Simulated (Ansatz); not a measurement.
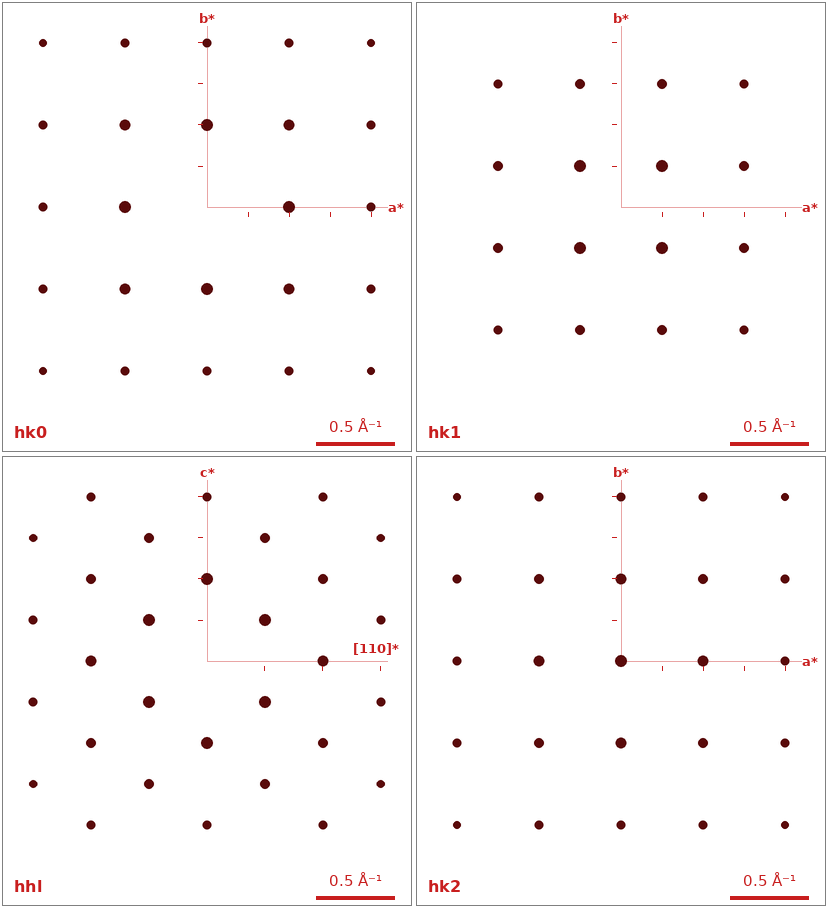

Four undistorted layers of reciprocal space, calculated for a single crystal (X-rays, kinematic |F|², B = 0.5 Å²). Tick marks count the reciprocal lattice steps of the conventional cell along each axis.

Q: What cell do the layers give?

A: a* = 0.265, b* = 0.265, c* = 0.265 Å⁻¹; the cell is cubic with a = 3.78 Å.

Q: Which reflection conditions do the layers show?

A: Reflections are present only under these conditions. hkl: h + k = 2n, h + l = 2n; hk0: h = 2n, k = 2n; hhl: h + l = 2n; h00: h = 2n. The lattice is face-centred (F).

Q: Which space groups fit?

A: The intensities have Laue symmetry m-3m (the hk0 layer shows 4mm, hk1 shows 4mm). With these conditions the candidates are F432 (No. 209), F-43m (No. 216), Fm-3m (No. 225). Diffraction geometry alone does not choose among them; the structure has Fm-3m. The compound is Rh. Structure: the input geometry of an electronic-structure calculation (not necessarily at equilibrium).
